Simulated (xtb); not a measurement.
Run report: C$_{3}$H$_{7}$BO, calculation of the molecule and its ions

- system: C$_{3}$H$_{7}$BO, SMILES BCC(=C)O
- method: GFN2-xTB (xtb 6.7.1)

The geometry was optimised with GFN2-xTB.

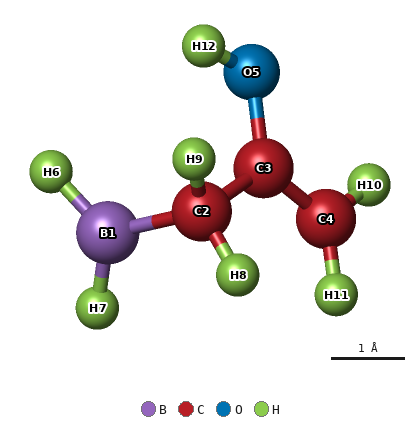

*The input geometry (ball-and-stick view, seen at a tilt; atoms are numbered from 1 in the order of the input).*

The input (coord):
```
$coord
     -3.104838920021      0.090782443027     -0.085774668797  b
     -0.752432251042     -0.297650761890      1.690227737649  c
      1.338927651081      0.278885781472     -0.173968187033  c
      2.538336822381     -1.485872754532     -1.497097727712  c
      1.953693353944      2.763025258599     -0.497413710524  o
     -3.913622804100      2.120953013235     -0.429062316596  h
     -3.948582737406     -1.626449480943     -1.183233115673  h
     -0.510603998874     -2.212302374099      2.394415280730  h
     -0.613801942540      1.003123318735      3.285723504671  h
      4.026004816731     -0.987400797378     -2.786061020058  h
      2.079813675502     -3.448882458271     -1.289038881391  h
      0.907106334343      3.801788812045      0.571245310213  h
$end
```

Hardware: 1 thread of Intel Xeon @ 2.50GHz (Skylake/Cascade Lake), 189 GiB of memory available, shared host.

Launch command:
```bash
xtb --gfn 2 --acc 0.1 --vipea --chrg 0 -u 0 -- coord | tee xtb.out
```

What the program printed:
```
* xtb version 6.7.1
   ID    Z sym.   atoms
    1    5 b      1
    2    6 c      2-4
    3    8 o      5
    4    1 h      6-12

           -------------------------------------------------
          |                Calculation Setup                |
           -------------------------------------------------

          program call               : xtb --gfn 2 --acc 0.1 --vipea --chrg 0 -u 0 -- coord
          coordinate file            : coord
          omp threads                :                     1

           -------------------------------------------------
          |                 G F N 2 - x T B                 |
           -------------------------------------------------

      * Hamiltonian:
        H0-scaling (s, p, d)           1.850000    2.230000    2.230000
        zeta-weighting                 0.500000
      * Dispersion:
        s8                             2.700000
        a1                             0.520000
        a2                             5.000000
        s9                             5.000000
      * Repulsion:
        kExp                           1.500000    1.000000
        rExp                           1.000000
      * Coulomb:
        alpha                          2.000000
        third order                    shell-resolved
        anisotropic                    true
        a3                             3.000000
        a5                             4.000000
        cn-shift                       1.200000
        cn-exp                         4.000000
        max-rad                        5.000000

          ...................................................
          :                      SETUP                      :
          :.................................................:
          :  # basis functions                  27          :
          :  # atomic orbitals                  27          :
          :  # shells                           17          :
          :  # electrons                        28          :
          :  max. iterations                   250          :
          :  Hamiltonian                  GFN2-xTB          :
          :  restarted?                      false          :
          :  GBSA solvation                  false          :
          :  PC potential                    false          :
          :  electronic temp.          300.0000000     K    :
          :  accuracy                    0.1000000          :
          :  -> integral cutoff          0.3500000E+02      :
          :  -> integral neglect         0.1000000E-08      :
          :  -> SCF convergence          0.1000000E-06 Eh   :
          :  -> wf. convergence          0.1000000E-04 e    :
          :  Broyden damping             0.4000000          :
          :  net charge                          0          :
          :  unpaired electrons                  0          :
          ...................................................

 iter      E             dE          RMSdq      gap      omega  full diag
   1    -15.2695816 -0.152696E+02  0.766E+00    4.56       0.0  T
   2    -15.3888016 -0.119220E+00  0.533E+00    1.63       1.0  T
   3    -15.3989863 -0.101847E-01  0.327E+00    3.91       1.0  T
   4    -15.4396599 -0.406737E-01  0.993E-01    3.05       1.0  T
   5    -15.4434393 -0.377937E-02  0.385E-01    3.07       1.0  T
   6    -15.4436434 -0.204044E-03  0.178E-01    3.11       1.0  T
   7    -15.4439443 -0.300991E-03  0.544E-02    3.00       1.0  T
   8    -15.4439483 -0.395296E-05  0.275E-02    3.00       1.0  T
   9    -15.4439502 -0.193490E-05  0.139E-02    3.00       2.1  T
  10    -15.4439522 -0.195891E-05  0.168E-03    3.01      17.2  T
  11    -15.4439522 -0.929999E-08  0.560E-04    3.01      51.6  T
  12    -15.4439522 -0.155756E-09  0.351E-04    3.01      82.3  T
  13    -15.4439522 -0.189264E-08  0.503E-05    3.01     573.7  T
  14    -15.4439522 -0.191633E-10  0.813E-06    3.01    3548.6  T

   *** convergence criteria satisfied after 14 iterations ***

         #    Occupation            Energy/Eh            Energy/eV
      -------------------------------------------------------------
         1        2.0000           -0.7061572             -19.2155
       ...           ...                  ...                  ...
         8        2.0000           -0.4971335             -13.5277
         9        2.0000           -0.4746762             -12.9166
        10        2.0000           -0.4665692             -12.6960
        11        2.0000           -0.4492220             -12.2240
        12        2.0000           -0.4295769             -11.6894
        13        2.0000           -0.4287043             -11.6656
        14        2.0000           -0.3740765             -10.1791 (HOMO)
        15                         -0.2636277              -7.1737 (LUMO)
        16                         -0.1734674              -4.7203
        17                          0.0641718               1.7462
        18                          0.1010521               2.7498
        19                          0.1397902               3.8039
       ...                                ...                  ...
        27                          0.5997718              16.3206
      -------------------------------------------------------------
                  HL-Gap            0.1104489 Eh            3.0055 eV
             Fermi-level           -0.3188521 Eh           -8.6764 eV

 SCC (total)                   0 d,  0 h,  0 min,  0.015 sec
 SCC setup                      ...        0 min,  0.000 sec (  1.182%)
 Dispersion                     ...        0 min,  0.000 sec (  0.758%)
 classical contributions        ...        0 min,  0.000 sec (  0.246%)
 integral evaluation            ...        0 min,  0.002 sec ( 11.802%)
 iterations                     ...        0 min,  0.008 sec ( 54.505%)
 molecular gradient             ...        0 min,  0.004 sec ( 30.000%)
 printout                       ...        0 min,  0.000 sec (  1.201%)

         :::::::::::::::::::::::::::::::::::::::::::::::::::::
         ::                     SUMMARY                     ::
         :::::::::::::::::::::::::::::::::::::::::::::::::::::
         :: total energy             -15.244594687906 Eh    ::
         :: gradient norm              0.000183262510 Eh/a0 ::
         :: HOMO-LUMO gap              3.005467140362 eV    ::
         ::.................................................::
         :: SCC energy               -15.443944837156 Eh    ::
         :: -> isotropic ES            0.041777302040 Eh    ::
         :: -> anisotropic ES          0.005154705587 Eh    ::
         :: -> anisotropic XC          0.003310877313 Eh    ::
         :: -> dispersion             -0.006112566406 Eh    ::
         :: repulsion energy           0.199350149250 Eh    ::
         :: add. restraining           0.000000000000 Eh    ::
         :: total charge              -0.000000000000 e     ::
         :::::::::::::::::::::::::::::::::::::::::::::::::::::

           -------------------------------------------------
          |        vertical delta SCC IP calculation        |
           -------------------------------------------------

 iter      E             dE          RMSdq      gap      omega  full diag
   1    -14.8863505 -0.148864E+02  0.230E+00    3.01       0.0  T
   2    -14.7938021  0.925484E-01  0.327E+00    3.83       1.0  T
   3    -14.9216592 -0.127857E+00  0.170E+00    2.97       1.0  T
   4    -14.9346156 -0.129564E-01  0.127E+00    3.32       1.0  T
   5    -14.9332762  0.133931E-02  0.106E+00    3.27       1.0  T
   6    -14.9415222 -0.824591E-02  0.487E-01    3.55       1.0  T
   7    -14.9415554 -0.332176E-04  0.420E-01    3.56       1.0  T
   8    -14.9424895 -0.934113E-03  0.217E-01    3.62       1.0  T
   9    -14.9426522 -0.162743E-03  0.934E-02    3.63       1.0  T
  10    -14.9426988 -0.466148E-04  0.331E-02    3.64       1.0  T
  11    -14.9427014 -0.255257E-05  0.200E-02    3.65       1.4  T
  12    -14.9427038 -0.237525E-05  0.239E-03    3.65      12.1  T
  13    -14.9427038 -0.416325E-07  0.177E-03    3.65      16.3  T
  14    -14.9427038 -0.705187E-08  0.833E-04    3.65      34.6  T
  15    -14.9427038 -0.535452E-08  0.279E-04    3.65     103.3  T
  16    -14.9427038 -0.510539E-09  0.967E-05    3.65     298.5  T
  17    -14.9427038 -0.891962E-10  0.813E-06    3.65    3549.5  T
     SCC iter.                  ...        0 min,  0.037 sec
     gradient                   ...        0 min,  0.007 sec
------------------------------------------------------------------------
empirical IP shift (eV):    4.8455
delta SCC IP (eV):    8.7942
------------------------------------------------------------------------
           -------------------------------------------------
          |        vertical delta SCC EA calculation        |
           -------------------------------------------------

 iter      E             dE          RMSdq      gap      omega  full diag
   1    -15.4074420 -0.154074E+02  0.453E+00    1.79       0.0  T
   2    -15.4454241 -0.379821E-01  0.371E+00    1.66       1.0  T
   3    -15.5177787 -0.723546E-01  0.329E+00    2.26       1.0  T
   4    -15.5603185 -0.425397E-01  0.196E+00    1.68       1.0  T
   5    -15.5639712 -0.365278E-02  0.571E-01    1.46       1.0  T
   6    -15.5664427 -0.247147E-02  0.230E-01    1.52       1.0  T
   7    -15.5668461 -0.403422E-03  0.702E-02    1.53       1.0  T
   8    -15.5668498 -0.364433E-05  0.193E-02    1.53       1.5  T
   9    -15.5668493  0.472867E-06  0.992E-03    1.53       2.9  T
  10    -15.5668502 -0.867148E-06  0.112E-03    1.53      25.9  T
  11    -15.5668501  0.155437E-07  0.145E-03    1.53      19.9  T
  12    -15.5668502 -0.176549E-07  0.154E-04    1.53     187.8  T
  13    -15.5668502 -0.433005E-10  0.776E-05    1.53     372.1  T
  14    -15.5668502 -0.361151E-10  0.207E-05    1.53    1393.5  T
     SCC iter.                  ...        0 min,  0.017 sec
     gradient                   ...        0 min,  0.007 sec
------------------------------------------------------------------------
empirical EA shift (eV):    4.8455
delta SCC EA (eV):   -1.5013
------------------------------------------------------------------------
           -------------------------------------------------
          |                Property Printout                |
           -------------------------------------------------

    * Orbital Energies and Occupations

         #    Occupation            Energy/Eh            Energy/eV
      -------------------------------------------------------------
         1        2.0000           -0.5076756             -13.8146
       ...           ...                  ...                  ...
         3        2.0000           -0.3898442             -10.6082
         4        2.0000           -0.3613953              -9.8341
         5        2.0000           -0.3391697              -9.2293
         6        2.0000           -0.3090508              -8.4097
         7        2.0000           -0.2984277              -8.1206
         8        2.0000           -0.2637149              -7.1760
         9        2.0000           -0.2596950              -7.0667
        10        2.0000           -0.2565456              -6.9810
        11        2.0000           -0.2307217              -6.2783
        12        2.0000           -0.1930244              -5.2525
        13        2.0000           -0.1889849              -5.1425
        14        2.0000           -0.1460095              -3.9731
        15        1.0000            0.0093345               0.2540 (HOMO)
        16                          0.0655927               1.7849 (LUMO)
        17                          0.2637806               7.1778
        18                          0.3200738               8.7097
        19                          0.3456514               9.4057
        20                          0.3976623              10.8209
        21                          0.4108808              11.1806
        22                          0.4296388              11.6911
        23                          0.5102196              13.8838
        24                          0.5888362              16.0230
        25                          0.6364224              17.3179
        26                          0.6583705              17.9152
        27                          0.8266796              22.4951
      -------------------------------------------------------------
                  HL-Gap            0.0562582 Eh            1.5309 eV
             Fermi-level           -0.0154370 Eh           -0.4201 eV

     #   Z          covCN         q      C6AA      α(0)
     1   5 b        2.818     0.106    19.684     7.412
     2   6 c        3.729    -0.132    23.132     6.866
     3   6 c        2.849     0.095    25.884     8.338
     4   6 c        2.839    -0.202    33.343     9.463
     5   8 o        1.660    -0.459    22.032     6.336
     6   1 h        0.939    -0.242    14.625     5.979
     7   1 h        0.940    -0.233    13.619     5.770
     8   1 h        0.925    -0.041     3.885     3.082
     9   1 h        0.924    -0.061     4.359     3.265
    10   1 h        0.926    -0.049     4.078     3.158
    11   1 h        0.926    -0.045     3.959     3.112
    12   1 h        0.805     0.263     0.843     1.442

 Mol. C6AA /au·bohr⁶  :       1697.413104
 Mol. C8AA /au·bohr⁸  :      36194.239537
 Mol. α(0) /au        :         64.223230

Wiberg/Mayer (AO) data.
largest (>0.10) Wiberg bond orders for each atom

 ---------------------------------------------------------------------------
     #   Z sym  total        # sym  WBO       # sym  WBO       # sym  WBO
 ---------------------------------------------------------------------------
     1   5 b    3.254 --     7 h    0.935     6 h    0.929     2 c    0.913
                             3 c    0.267     4 c    0.172
     2   6 c    3.921 --     3 c    0.998     8 h    0.977     9 h    0.967
                             1 b    0.913
     3   6 c    3.865 --     4 c    1.596     2 c    0.998     5 o    0.994
                             1 b    0.267
     4   6 c    3.826 --     3 c    1.596    11 h    0.979    10 h    0.976
                             1 b    0.172
     5   8 o    2.027 --     3 c    0.994    12 h    0.907
     6   1 h    0.941 --     1 b    0.929
     7   1 h    0.946 --     1 b    0.935
     8   1 h    0.998 --     2 c    0.977
     9   1 h    0.996 --     2 c    0.967
    10   1 h    0.998 --     4 c    0.976
    11   1 h    0.998 --     4 c    0.979
    12   1 h    0.931 --     5 o    0.907
 ---------------------------------------------------------------------------

Topologies differ in total number of bonds
Writing topology from bond orders to xtbtopo.mol

molecular dipole:
                 x           y           z       tot (Debye)
 q only:        0.360       0.205       0.711
   full:        0.480       0.276       0.874       2.629
molecular quadrupole (traceless):
                xx          xy          yy          xz          yz          zz
 q only:       -7.457       0.289       3.633       1.317       0.408       3.824
  q+dip:       -9.883      -0.591       5.421       1.594       1.544       4.462
   full:       -9.604      -0.408       5.099       1.313       1.306       4.505

           -------------------------------------------------
          | TOTAL ENERGY              -15.367492641406 Eh   |
          | GRADIENT NORM               0.084231379769 Eh/α |
          | HOMO-LUMO GAP               1.530862384600 eV   |
           -------------------------------------------------

------------------------------------------------------------------------
------------------------------------------------------------------------
 total:
 *  cpu-time:     0 d,  0 h,  0 min,  0.070 sec
 * ratio c/w:     0.491 speedup
 SCF:
 *  cpu-time:     0 d,  0 h,  0 min,  0.047 sec
 * ratio c/w:     0.521 speedup
```

Standard error:
```
normal termination of xtb
```

Key numbers:

| quantity | value |
| --- | --- |
| outcome | converged |
| electrons treated | 28 |
| total energy | −15.244595 hartree |
| dispersion energy | −0.006113 hartree |
| basis functions | 27 |
| peak memory | 0.072 GiB |

Notes:

Settings chosen away from the usual ones: method = gfn2-xtb; task = vipea; x = {"accuracy": 0.1}; geo = {"prev": "A"}.
